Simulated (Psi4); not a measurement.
# Si2H4ClF (SMILES F[SiH]([SiH3])Cl): M06-L/def2-SVP

What is the energy change on altering one bond length of Si2H4ClF at M06-L/def2-SVP? 

Program for the calculation: Psi4 1.11.

## 1. The system as given

Si2H4ClF has 8 atoms, charge 0, and is taken as a singlet. As SMILES, `F[SiH]([SiH3])Cl`. The coordinates come from a PBE0-D4/def2-TZVP relaxation.

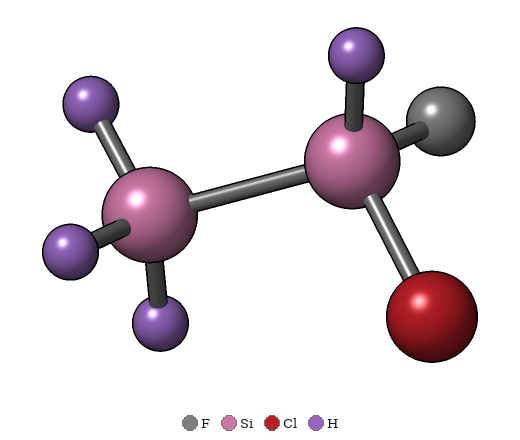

The structure, seen from a chosen angle (fluorine grey, silicon pink, chlorine red, hydrogen purple).

## 2. The energy at M06-L/def2-SVP

job.py

```python
import psi4

psi4.set_memory('2200 MB')
psi4.set_num_threads(1)
psi4.set_output_file('run.log', False)

mol = psi4.geometry("""
F
Si 1 1.597009
Si 2 2.338917 1 109.84143
Cl 2 2.048743 1 107.90538 3 118.69745
H 2 1.481364 1 107.16542 4 115.25127
H 3 1.48651 2 110.04862 5 60.51712
H 3 1.485918 6 109.49091 2 118.94799
H 3 1.484997 7 109.86345 6 -120.78484
units angstrom
symmetry c1
no_reorient
no_com
""")

psi4.set_options({
    'basis': 'def2-SVP',
    'reference': 'rks',
    'puream': True,
    'e_convergence': 1e-09,
    'd_convergence': 1e-08,
    'scf_type': 'pk',
    'dft_radial_points': 99,
    'dft_spherical_points': 590,
})

e_tot, wfn = psi4.energy("m06-l", molecule=mol, return_wfn=True)
psi4.oeprop(wfn, "MULLIKEN_CHARGES", "WIBERG_LOWDIN_INDICES", "QUADRUPOLE")
print(f'total energy {e_tot:.8f} hartree = {e_tot * 27.211386:.5f} eV')
```

Run with:

```console
$ python job.py
```

run.log:

```text
[...]
  Running in c1 symmetry.
[...]
  Nuclear repulsion =  276.205007975805472
[...]
  Multiplicity = 1
[...]
  Nalpha       = 29
  Nbeta        = 29
[...]
    Number of basis functions: 88
[...]
   @RKS iter   1: -1141.04307714070956   -3.12839e-01   4.75661e-03 ADIIS/DIIS
[...]
   @RKS iter  12: -1141.11561450296676   -4.54747e-13   2.76259e-09 DIIS
[...]
    Orbital Energies [Eh]
    ---------------------
    Doubly Occupied:
       1A   -101.144024     2A    -65.884959     3A    -65.817066
       4A    -24.502436     5A     -9.414798     6A     -7.124942
       7A     -7.118381     8A     -7.117951     9A     -5.318772
      10A     -5.260740    11A     -3.632177    12A     -3.629754
      13A     -3.626289    14A     -3.571226    15A     -3.570678
      16A     -3.570598    17A     -1.159356    18A     -0.801805
      19A     -0.547333    20A     -0.499566    21A     -0.428505
      22A     -0.419417    23A     -0.407635    24A     -0.355282
      25A     -0.344168    26A     -0.339184    27A     -0.325543
      28A     -0.311725    29A     -0.272375
[...]
  @RKS Final Energy: -1141.11561450296676
   => Energetics <=
    Nuclear Repulsion Energy =            276.2050079758054721
    One-Electron Energy =               -2129.6923726090490163
    Two-Electron Energy =                 794.5157367617870250
    DFT Exchange-Correlation Energy =     -82.1439866315104723
    Empirical Dispersion Energy =           0.0000000000000000
    VV10 Nonlocal Energy =                  0.0000000000000000
    Total Energy =                      -1141.1156145029667641
[...]
 Multipole Moments:
 ------------------------------------------------------------------------------------
     Multipole            Electronic (a.u.)      Nuclear  (a.u.)        Total (a.u.)
 ------------------------------------------------------------------------------------
 L = 1.  Multiply by 2.5417464519 to convert [e a0] to [Debye]
 Dipole X            :          3.2503909           -3.6284265           -0.3780357
 Dipole Y            :          6.6194080           -6.9835394           -0.3641314
 Dipole Z            :         -3.4253099            3.7860362            0.3607264
 Magnitude           :                                                    0.6368879
 L = 2.  Multiply by 1.3450342976 to convert [e a0^2] to [Debye ang]
 Quadrupole XX       :       -178.9241594          144.9571248          -33.9670346
 Quadrupole XY       :       -132.5573132          132.1147809           -0.4425324
[...]
  Mulliken Charges: (a.u.)
   Center  Symbol    Alpha    Beta     Spin     Total
       1     F     4.67924  4.67924  0.00000 -0.35848
       2    SI     6.60944  6.60944  0.00000  0.78112
       3    SI     6.95044  6.95044  0.00000  0.09911
       4    CL     8.64766  8.64766  0.00000 -0.29532
       5     H     0.55017  0.55017  0.00000 -0.10033
       6     H     0.52257  0.52257  0.00000 -0.04514
       7     H     0.52307  0.52307  0.00000 -0.04614
       8     H     0.51740  0.51740  0.00000 -0.03480
   Total alpha = 29.00000, Total beta = 29.00000, Total charge = -0.00000
[...]
```

Standard output:

```text
total energy -1141.11561450 hartree = -31051.33746 eV
```

Run time: 29 s. Hardware: 1 thread of Intel Xeon Platinum 8488C (Sapphire Rapids), shared host; peak memory 1.3 GiB.

## 3. The distorted shape: energy and forces at M06-L/def2-SVP

calc.py

```python
import psi4

psi4.set_memory(2200000000)
psi4.set_num_threads(1)
psi4.core.set_output_file('clfh4si2.out', False)

m = psi4.geometry("""
F
Si 1 1.597009
Si 2 2.338917 1 109.84143
Cl 2 2.048743 1 107.90538 3 118.69745
H 2 1.7036 1 107.16541 4 115.25128
H 3 1.48651 2 110.04862 1 -60.71733
H 3 1.485918 6 109.49091 2 118.94799
H 3 1.484997 7 109.86345 6 -120.78484
symmetry c1
no_reorient
no_com
""")

psi4.set_options({
    'basis': 'def2-SVP',
    'puream': True,
    'e_convergence': 1e-09,
    'd_convergence': 1e-08,
    'scf_type': 'pk',
    'dft_radial_points': 99,
    'dft_spherical_points': 590,
})

result, w = psi4.gradient("m06-l", molecule=m, return_wfn=True)
print('gradient / Eh bohr^-1')
print(result.np.round(6))
print(f'energy = {w.energy():.10f} Eh')
```

Run with:

```console
$ python calc.py
```

clfh4si2.out, cut to the lines that bear on the results:

```text
[...]
  Running in c1 symmetry.
[...]
  Nuclear repulsion =  275.122504466598627
[...]
  Multiplicity = 1
[...]
  Nalpha       = 29
  Nbeta        = 29
[...]
    Number of basis functions: 88
[...]
   @RKS iter   1: -1141.03033008046145   -3.47028e-01   4.76566e-03 ADIIS/DIIS
[...]
   @RKS iter  12: -1141.10317651212267   -2.27374e-13   4.11986e-09 DIIS
[...]
  @RKS Final Energy: -1141.10317651212267
   => Energetics <=
    Nuclear Repulsion Energy =            275.1225044665986275
    One-Electron Energy =               -2127.3288804489084214
    Two-Electron Energy =                 793.1918658338883006
    DFT Exchange-Correlation Energy =     -82.0886663637014493
    Empirical Dispersion Energy =           0.0000000000000000
    VV10 Nonlocal Energy =                  0.0000000000000000
    Total Energy =                      -1141.1031765121226726
[...]
 Multipole Moments:
 ------------------------------------------------------------------------------------
     Multipole            Electronic (a.u.)      Nuclear  (a.u.)        Total (a.u.)
 ------------------------------------------------------------------------------------
 L = 1.  Multiply by 2.5417464519 to convert [e a0] to [Debye]
 Dipole X            :          3.5345016           -3.7864269           -0.2519252
 Dipole Y            :          6.3899501           -6.8685295           -0.4785794
 Dipole Z            :         -3.5067270            3.8464012            0.3396742
 Magnitude           :                                                    0.6386573
[...]
  -Total Gradient:
     Atom            X                  Y                   Z
    ------   -----------------  -----------------  -----------------
       1        0.000360617420    -0.000190359581     0.019094464928
       2        0.042029715428    -0.024454698334    -0.032690159275
       3        0.001228530696    -0.002597651634     0.000410443067
       4       -0.004284391198    -0.002229871052    -0.001508781953
       5       -0.038671652136     0.028831565617     0.015025383533
       6        0.000890263597     0.000551647554     0.000502323277
       7       -0.000226831938    -0.000164776822    -0.001260897490
       8       -0.001333219555     0.000270546322     0.000651656737
[...]
```

Standard output:

```text
gradient / Eh bohr^-1
[[ 0.000361 -0.00019   0.019094]
 [ 0.04203  -0.024455 -0.03269 ]
 [ 0.001229 -0.002598  0.00041 ]
 [-0.004284 -0.00223  -0.001509]
 [-0.038672  0.028832  0.015025]
 [ 0.00089   0.000552  0.000502]
 [-0.000227 -0.000165 -0.001261]
 [-0.001333  0.000271  0.000652]]
energy = -1141.1031765121 Eh
```

Run time: 33 s. Hardware: 1 thread of Intel Xeon Platinum 8488C (Sapphire Rapids), shared host; peak memory 1.3 GiB.

## 4. Summary of results

At M06-L/def2-SVP:

| quantity | value |
| --- | --- |
| first shape: total energy | -1141.11561 Eh |
| first shape: dipole moment | 1.62 D |
| first shape: HOMO energy | -7.41 eV |
| first shape: LUMO energy | -0.90 eV |
| first shape: HOMO–LUMO gap | 6.52 eV |
| distorted shape: total energy | -1141.10318 Eh |
| distorted shape: dipole moment | 1.62 D |
| distorted shape: HOMO energy | -7.38 eV |
| distorted shape: LUMO energy | -1.02 eV |
| distorted shape: HOMO–LUMO gap | 6.36 eV |
| distorted shape: largest force on an atom | 3.013 eV/Å |
| energy change with the Si2–H5 bond stretched from 1.481 to 1.704 Å | 0.338 eV |

**Reading.** With the Si2–H5 bond stretched from 1.481 to 1.704 Å the energy rises by 0.34 eV (7.8 kcal/mol). The first shape isn't relaxed at this level, so the change isn't measured from a minimum. Mulliken charges (first shape) run from -0.36 on F1 to +0.78 on Si2; they depend strongly on the basis.
